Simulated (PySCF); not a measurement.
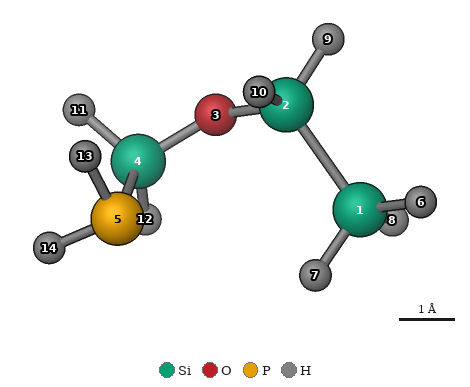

The structure as given in the input (ball-and-stick view, seen at a tilt; atoms are numbered from 1 in the order of the input).

# Si₃PH₉O: spin–spin coupling calculation

System: Si₃PH₉O, SMILES [SiH3][SiH2]O[SiH2]P.
Method: B3LYP/def2-TZVP indirect spin-spin coupling, non-relativistic, gas phase (PySCF 2.14.0).

The geometry comes from this level: PBE0-D3(BJ)/def2-SVP. Figures and captions count atoms from 1; the log counts them from 0 in places.

### Input file
```
{"job": {"kind": "j", "xc": "B3LYP", "basis": "def2-TZVP"}, "charge": 0, "multiplicity": 1}
Si    -2.441389     0.169659    -0.654263
Si    -1.022504     0.214141     1.215703
O      0.249039    -0.845459     1.002795
Si     1.634077    -1.001951     0.101299
P      2.004018     0.949778    -0.988667
H     -3.530986     1.182329    -0.489226
H     -1.662238     0.488687    -1.890004
H     -3.059852    -1.183414    -0.808795
H     -1.753772    -0.193579     2.450847
H     -0.496472     1.603366     1.416297
H      2.746975    -1.397866     1.011675
H      1.452108    -2.058874    -0.937812
H      2.645937     1.576310     0.123328
H      3.227846     0.482034    -1.560094
```

The first line tells a small driver script what to run in PySCF; the rest is the geometry in Å.

Launch command:
```bash
OMP_NUM_THREADS=1 python <driver script> task.json out
```

### The program's output
```
coarse grid: 13168 points
cycle   1  E = -1290.5914190756  dE =  1.329e-03  |g| = 8.500e-01  |ddm| = 2.697e+00
cycle   2  E = -1290.1662422005  dE =  4.252e-01  |g| = 1.685e+00  |ddm| = 1.403e+00
cycle   3  E = -1290.7112146616  dE = -5.450e-01  |g| = 1.224e-01  |ddm| = 1.109e+00
cycle   4  E = -1290.7142638797  dE = -3.049e-03  |g| = 5.364e-02  |ddm| = 1.537e-01
cycle   5  E = -1290.7150771850  dE = -8.133e-04  |g| = 9.559e-03  |ddm| = 6.152e-02
cycle   6  E = -1290.7150989555  dE = -2.177e-05  |g| = 2.157e-03  |ddm| = 9.893e-03
cycle   7  E = -1290.7151003711  dE = -1.416e-06  |g| = 5.214e-04  |ddm| = 2.439e-03
final grid: 107264 points
cycle   8  E = -1290.7051445860  dE = -1.056e-05  |g| = 1.359e-03  |ddm| = 1.428e-02
cycle   9  E = -1290.7051442328  dE =  3.532e-07  |g| = 1.982e-03  |ddm| = 1.949e-03
cycle  10  E = -1290.7051449215  dE = -6.887e-07  |g| = 3.353e-04  |ddm| = 1.121e-03
cycle  11  E = -1290.7051449410  dE = -1.950e-08  |g| = 9.555e-05  |ddm| = 2.989e-04
cycle  12  E = -1290.7051449435  dE = -2.452e-09  |g| = 1.620e-05  |ddm| = 9.988e-05
cycle  13  E = -1290.7051449436  dE = -8.254e-11  |g| = 5.434e-06  |ddm| = 2.223e-05
```

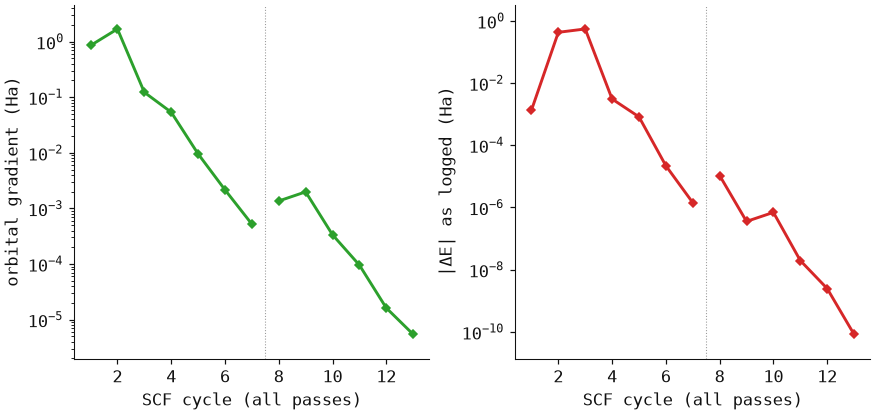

Convergence of the self-consistent field: orbital gradient and size of the energy change against the SCF cycle. The dotted line marks the change from a coarse to the final integration grid. The first 7 cycles use a coarse grid, the final grid takes over at cycle 8, and the field converges after 13 cycles in all.

```
converged SCF energy = -1290.7051449436

Indirect spin-spin couplings (Hz)
  i      j    bonds     total        FC       PSO       DSO        SD
  0 Si   1 Si   1     76.328    74.562    -1.133     0.040     2.859
  0 Si   2 O    2      2.538     2.490    -0.196    -0.001     0.245
  0 Si   3 Si   3     -0.285    -0.278     0.007    -0.008    -0.007
  0 Si   4 P    4     -5.613    -5.636     0.008    -0.008     0.024
  0 Si   5 H    1   -159.907  -159.871     0.332    -0.157    -0.211
  0 Si   6 H    1   -163.677  -163.641     0.373    -0.183    -0.226
  0 Si   7 H    1   -161.681  -161.643     0.348    -0.165    -0.221
  0 Si   8 H    2    -16.332   -16.421     0.022     0.127    -0.060
  0 Si   9 H    2    -16.025   -16.100     0.035     0.103    -0.063
  0 Si  10 H    4     -0.515    -0.599    -0.118     0.195     0.007
  0 Si  12 H    5     -0.297    -0.359    -0.056     0.105     0.012
  0 Si  13 H    5     -0.234    -0.303    -0.079     0.141     0.007
  1 Si   2 O    1    -26.349   -21.425    -5.512     0.066     0.522
  1 Si   3 Si   2     -1.325    -1.285    -0.012    -0.035     0.007
  1 Si   4 P    3     -7.480    -7.513     0.026    -0.011     0.018
  1 Si   5 H    2    -13.730   -13.757     0.029     0.080    -0.081
  1 Si   6 H    2     -4.375    -4.414     0.037     0.074    -0.073
  1 Si   7 H    2     -4.839    -4.888     0.033     0.089    -0.074
  1 Si   8 H    1   -186.206  -186.650     1.046    -0.314    -0.288
  1 Si   9 H    1   -169.875  -170.307     1.033    -0.346    -0.256
  1 Si  10 H    3     -2.845    -2.831    -0.210     0.247    -0.051
  1 Si  11 H    3     -1.367    -1.377    -0.157     0.200    -0.033
  1 Si  13 H    4     -0.956    -1.053    -0.139     0.229     0.006
  2 O    3 Si   1    -24.878   -19.199    -6.141     0.067     0.396
  2 O    4 P    2     -1.685    -1.366     0.671     0.007    -0.997
  2 O    5 H    3     -3.773    -3.913    -0.033     0.173         -
  2 O    6 H    3      0.479     0.480     0.011    -0.011         -
  2 O    7 H    3      0.322     0.333    -0.001    -0.009         -
  2 O    8 H    2    -13.396   -13.311    -0.159     0.073         -
  2 O    9 H    2     -3.848    -3.823    -0.118     0.093         -
  2 O   10 H    2    -13.134   -13.137    -0.082     0.085         -
  2 O   11 H    2     -8.359    -8.380    -0.076     0.097         -
  2 O   12 H    3      0.280     0.277    -0.007     0.010         -
  2 O   13 H    3     -2.810    -3.017     0.001     0.207         -
  3 Si   4 P    1     23.866    23.563     9.491    -0.083    -9.105
  3 Si   8 H    3     -5.993    -5.962    -0.247     0.282    -0.065
  3 Si   9 H    3     -0.073    -0.105    -0.040     0.069     0.004
  3 Si  10 H    1   -202.348  -202.762     1.082    -0.330    -0.338
  3 Si  11 H    1   -187.797  -188.188     1.055    -0.342    -0.321
  3 Si  12 H    2      7.143     6.898     0.340    -0.027    -0.068
  3 Si  13 H    2      3.460     3.357     0.242    -0.039    -0.100
  4 P    5 H    5      1.884     1.963     0.091    -0.164    -0.005
  4 P    6 H    5      4.784     4.699    -0.277     0.317     0.046
  4 P    7 H    5      1.060     1.166     0.093    -0.190    -0.008
  4 P    8 H    4      0.791     0.975     0.284    -0.417    -0.051
  4 P    9 H    4      2.981     2.757     0.090     0.282    -0.147
  4 P   10 H    2     -2.125    -0.934    -0.624    -0.353    -0.214
  4 P   11 H    2     34.683    35.310    -0.389    -0.223    -0.014
  4 P   12 H    1    145.517   137.966     7.319     0.435    -0.203
  4 P   13 H    1    148.510   140.601     7.657     0.408    -0.155
  5 H    6 H    2      0.203     0.999     1.031    -1.828         -
  5 H    7 H    2      0.456     1.264     1.064    -1.872         -
  5 H    8 H    3     -1.211    -1.068     0.222    -0.364         -
  5 H    9 H    3     -1.321    -1.280     0.098    -0.140         -
  5 H   10 H    5     -0.254     0.154     0.586    -0.993         -
  5 H   11 H    5     -0.431    -0.087     0.452    -0.796         -
  5 H   12 H    6     -0.166     0.066     0.329    -0.560         -
  6 H    7 H    2      1.910     2.689     1.005    -1.784         -
  6 H    8 H    3      9.917    10.740     0.934    -1.757         -
  6 H    9 H    3     -1.586    -1.487     0.148    -0.248         -
  6 H   10 H    5     -0.371     0.000     0.529    -0.901         -
  6 H   11 H    5      0.345     0.118    -0.294     0.522         -
  6 H   13 H    6      0.182     0.353     0.215    -0.385         -
  7 H    8 H    3     -1.392    -1.299     0.155    -0.248         -
  7 H    9 H    3     10.272    11.084     0.917    -1.729         -
  7 H   10 H    5     -0.350    -0.045     0.485    -0.789         -
  7 H   11 H    5      0.167     0.041    -0.147     0.274         -
  7 H   12 H    6     -0.243     0.107     0.502    -0.852         -
  7 H   13 H    6     -0.252     0.036     0.412    -0.700         -
  8 H    9 H    2      8.420     9.151     0.821    -1.552         -
  8 H   10 H    4     -0.425    -0.156     0.559    -0.828         -
  8 H   12 H    5     -0.281    -0.005     0.425    -0.700         -
  8 H   13 H    5     -0.497    -0.009     0.720    -1.208         -
  9 H   10 H    4     -0.385    -0.160     0.423    -0.648         -
  9 H   11 H    4     -0.411     0.092     0.797    -1.299         -
  9 H   12 H    5      0.562     0.095    -0.661     1.128         -
  9 H   13 H    5      0.553     0.977     0.596    -1.020         -
 10 H   11 H    2     17.388    18.173     0.880    -1.665         -
 10 H   12 H    3      5.756     5.554    -0.242     0.444         -
 10 H   13 H    3      0.306     0.249    -0.018     0.076         -
 11 H   12 H    3      8.263     9.158     1.055    -1.950         -
 11 H   13 H    3     -0.343    -0.445    -0.044     0.146         -
 12 H   13 H    2     -8.487    -8.580     0.940    -0.847         -
```

### Results in brief

```csv
quantity,value
outcome,converged
total energy,−1290.705145 hartree
HOMO,−7.36 eV
LUMO,−0.83 eV
dipole moment,0.55 D
hardware,"1 CPU thread, shared host"
wall time,77 s
peak memory,0.94 GiB
```
